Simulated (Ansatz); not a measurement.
A series of calculations on CH$_{5}$S$_{2}$Si

### Relaxation

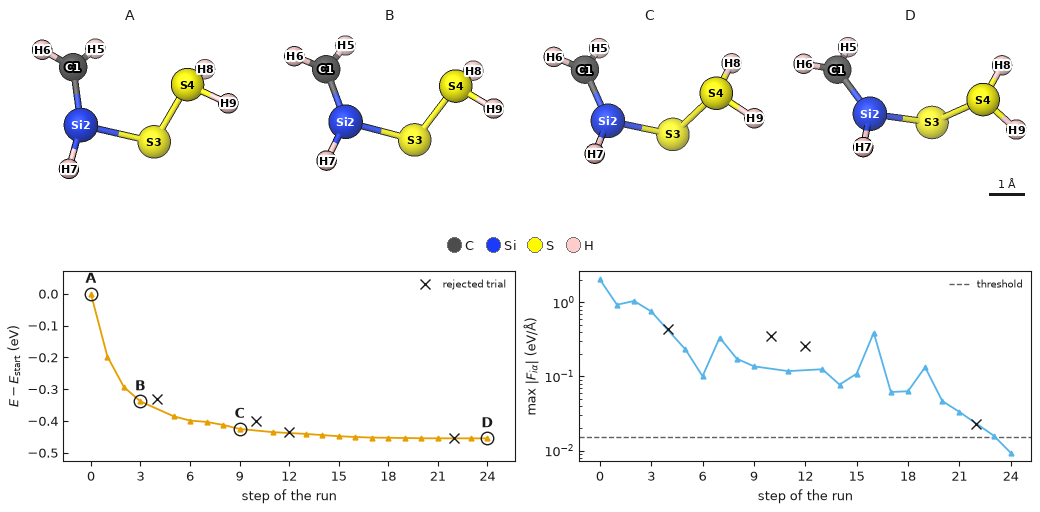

Frames of a relaxation of CH5S2Si (charge +1), marked on the history of the run. A ball-and-stick model, seen from a free direction.

The run prepares an end point of a later path (torsion) calculation, from a guessed geometry.

Computed with RKS BHLYP-D4/6-31G* in Ansatz 0.2.0.

The input:
```yaml
crystal:
  periodic: [false, false, false]
  atoms:
    - { symbol: C, position_ang: [0.01692, 1.73149, 0.34611] }
    - { symbol: Si, position_ang: [1.2377, 0.86997, -0.56196] }
    - { symbol: S, position_ang: [0.89758, -1.36485, -0.12078] }
    - { symbol: S, position_ang: [-1.14087, -1.44714, -0.111] }
    - { symbol: H, position_ang: [-0.52567, 1.27262, 1.16155] }
    - { symbol: H, position_ang: [-0.08871, 2.80221, 0.28026] }
    - { symbol: H, position_ang: [2.30524, 0.73242, -1.52508] }
    - { symbol: H, position_ang: [-1.38562, -1.89881, 1.15496] }
    - { symbol: H, position_ang: [-1.31656, -2.6979, -0.62405] }
total_charge: 1
basis:
  gaussian: { orbitals: "6-31G*" }
hamiltonian:
  xc: { name: BHLYP }
  dispersion: d4
relax:
  f_tol: 0.015
  max_steps: 40
output:
  orbitals: {}
```

Command:
```bash
ansatz run input.yaml --threads 1 --pin off --max-ram 2048MiB --backend cpu --events-out ev --progress --plain --runs-dir out
```

**What happens along the run?**

The largest moves after the best rigid fit, 0.91 Å, are those of H7 and H8. Largest moves by element: H 0.91 Å, S 0.76 Å, C 0.52 Å, Si 0.42 Å. Near-neighbour distances that change, for instance: Si2–S3 2.303 → 2.161 Å, S3–S4 2.040 → 2.138 Å, C1–Si2 1.748 → 1.697 Å, S4–H8 1.366 → 1.341 Å. Bond angles that change, for instance: C1–Si2–H7 155.4° → 131.8°, S3–Si2–H7 98.3° → 114.4°, C1–Si2–S3 106.0° → 113.8°. Groups turn about Si2–S3 by about 65°. After 20 accepted moves (24 points after the start) the energy has fallen by 0.454 eV. The largest force component goes from 2 to 0.0093 eV/Å. The line search rejected the trial steps at points 4, 10, 12, 22 of the run. From step 0 to 3: H atoms move most (0.31 Å), energy −0.338 eV. From step 3 to 9: H7 moves most (0.49 Å), energy −0.087 eV. From step 9 to 24: H8 moves most (0.41 Å), energy −0.030 eV.

### Relaxation

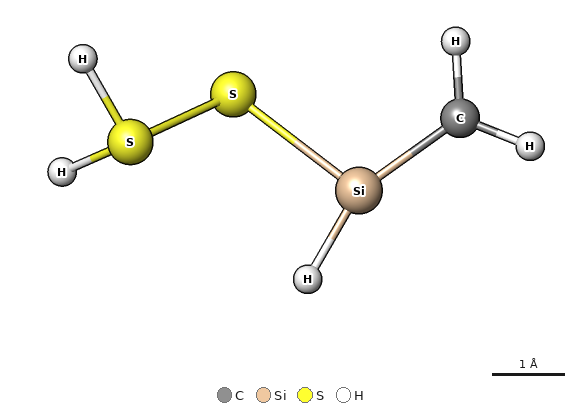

Starting structure of CH$_{5}$S$_{2}$Si (charge +1). Style: ball-and-stick. Shown face on.

The run prepares an end point of a later path (torsion) calculation, from a guessed geometry.

All numbers below come from RKS BHLYP-D4/6-31G* (Ansatz 0.2.0).

Input
```yaml
crystal:
  periodic: [false, false, false]
  atoms:
    - { symbol: C, position_ang: [0.01692, 1.73149, 0.34611] }
    - { symbol: Si, position_ang: [1.2377, 0.86997, -0.56196] }
    - { symbol: S, position_ang: [0.89758, -1.36485, -0.12078] }
    - { symbol: S, position_ang: [2.82299, -2.02532, 0.01607] }
    - { symbol: H, position_ang: [-0.52567, 1.27262, 1.16155] }
    - { symbol: H, position_ang: [-0.08871, 2.80221, 0.28026] }
    - { symbol: H, position_ang: [2.30524, 0.73242, -1.52508] }
    - { symbol: H, position_ang: [2.85601, -2.96488, -0.97525] }
    - { symbol: H, position_ang: [2.6616, -2.98938, 0.96635] }
total_charge: 1
basis:
  gaussian: { orbitals: "6-31G*" }
hamiltonian:
  xc: { name: BHLYP }
  dispersion: d4
relax:
  f_tol: 0.015
  max_steps: 40
```

Command:
```bash
ansatz run input.yaml --threads 1 --pin off --max-ram 2048MiB --backend cpu --events-out ev --progress --plain --runs-dir out
```

Q: Predict the outcome.

A: The largest move after the best rigid fit is that of H7, 0.66 Å. Largest moves by element: H 0.66 Å, S 0.55 Å, C 0.27 Å, Si 0.22 Å. Some distances before and after: Si2–S3 2.303 → 2.160 Å, S3–S4 2.040 → 2.139 Å, C1–Si2 1.748 → 1.697 Å, S4–H8 1.366 → 1.341 Å. Among the angles between lasting bonds that change: C1–Si2–H7 155.4° → 131.8°, S3–Si2–H7 98.3° → 114.6°, C1–Si2–S3 106.0° → 113.6°. Groups turn about Si2–S3 by about 30°, S3–S4 by about 25°. The energy falls by 47.2 kJ/mol in 8 geometry steps. The largest force component goes from 1.9 to 0.014 eV/Å.

The structure at the end:

```xyz
9

C     0.2183    1.5815    0.4542
Si    1.1313    0.7736   -0.7258
S     0.9045   -1.3735   -0.6756
S     2.7826   -2.0451    0.0958
H    -0.3603    1.0549    1.1954
H     0.1351    2.6574    0.4690
H     2.0087    1.2666   -1.7802
H     2.9688   -3.1478   -0.6440
H     2.3947   -2.7033    1.1984
```

After the run, drawn alike:

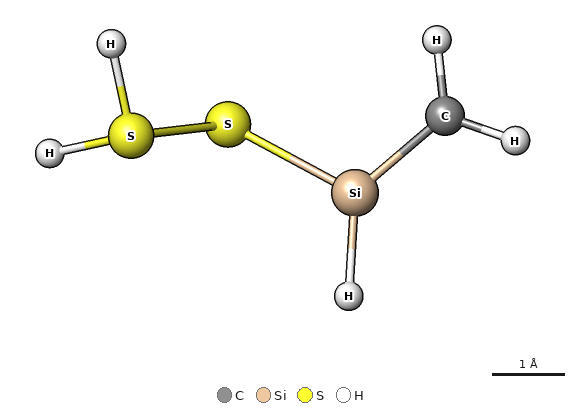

### Path

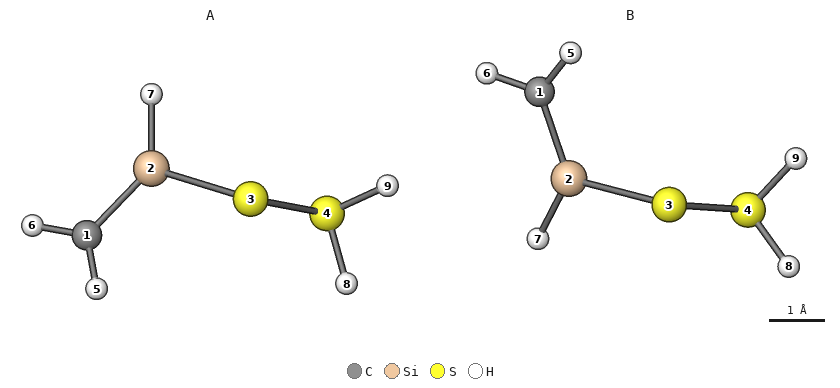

The two relaxed end points of a path for CH5S2Si (charge +1). A ball-and-stick model, seen face on.

These are results of RKS BHLYP-D4/6-31G* (Ansatz 0.2.0), not measurements.

Input file:
```yaml
crystal:
  periodic: [false, false, false]
  atoms:
    - { symbol: C, position_ang: [0.375018, 2.078826, 0.53175] }
    - { symbol: Si, position_ang: [0.843956, 0.769096, -0.440083] }
    - { symbol: S, position_ang: [0.607342, -1.155502, 0.51454] }
    - { symbol: S, position_ang: [-1.079229, -1.991087, -0.498696] }
    - { symbol: H, position_ang: [-0.053817, 1.944459, 1.511415] }
    - { symbol: H, position_ang: [0.547027, 3.100792, 0.230404] }
    - { symbol: H, position_ang: [1.393647, 0.708657, -1.788079] }
    - { symbol: H, position_ang: [-1.933189, -2.180405, 0.518358] }
    - { symbol: H, position_ang: [-0.700746, -3.274827, -0.579597] }
total_charge: 1
basis:
  gaussian: { orbitals: "6-31G*" }
hamiltonian:
  xc: { name: BHLYP }
  dispersion: d4
neb:
  order_check: false
  images: 7
  f_tol: 0.03
  max_iterations: 43
  initial_path: idpp
  final_atoms:
    - { symbol: C, position_ang: [0.65115587, 1.9733213, 0.67011823] }
    - { symbol: Si, position_ang: [0.40733049, 0.94443097, -0.65685843] }
    - { symbol: S, position_ang: [-1.26907144, -0.39561192, -0.41622668] }
    - { symbol: S, position_ang: [-0.33600525, -2.2981912, -0.12771308] }
    - { symbol: H, position_ang: [0.06016244, 1.90446384, 1.56871157] }
    - { symbol: H, position_ang: [1.37034638, 2.77746734, 0.63991715] }
    - { symbol: H, position_ang: [1.10035565, 0.826114, -1.93364413] }
    - { symbol: H, position_ang: [-1.17078328, -3.08584762, -0.82089406] }
    - { symbol: H, position_ang: [-0.81348186, -2.64613771, 1.07660142] }
```

Launched with:
```bash
ansatz run input.yaml --threads 1 --pin off --max-ram 2048MiB --backend cpu --events-out ev --progress --plain --runs-dir out
```

### What barrier does the band find between them, and by what path?

The two ends have the same energy, and the highest point, image 4, lies 3.67 kcal/mol above the start. The motion is a rotation about the Si2–S3 bond by about 145°. No bond forms or breaks between the ends. Among the angles between lasting bonds that change up to the highest image: S3–Si2–H7 114.4° → 108.7°, C1–Si2–H7 131.8° → 135.0°. The band is converged. At the top, the vibrational analysis gives one imaginary mode (97i cm⁻¹), as a transition state must have.

Energies of the converged images:

```json
{"image": "0", "path (Å)": "0.00", "E (kcal/mol)": "0.00"}
{"image": "1", "path (Å)": "0.61", "E (kcal/mol)": "0.35"}
{"image": "2", "path (Å)": "1.22", "E (kcal/mol)": "1.45"}
{"image": "3", "path (Å)": "1.83", "E (kcal/mol)": "2.90"}
{"image": "4", "path (Å)": "2.44", "E (kcal/mol)": "3.67"}
{"image": "5", "path (Å)": "3.05", "E (kcal/mol)": "2.92"}
{"image": "6", "path (Å)": "3.65", "E (kcal/mol)": "1.48"}
{"image": "7", "path (Å)": "4.25", "E (kcal/mol)": "0.37"}
{"image": "8", "path (Å)": "4.86", "E (kcal/mol)": "0.00"}
```

The geometry at the top of the path:

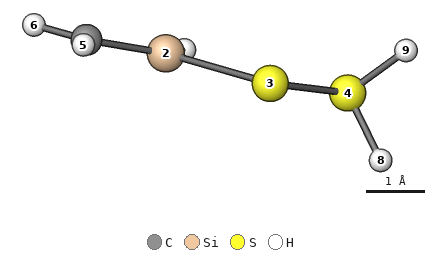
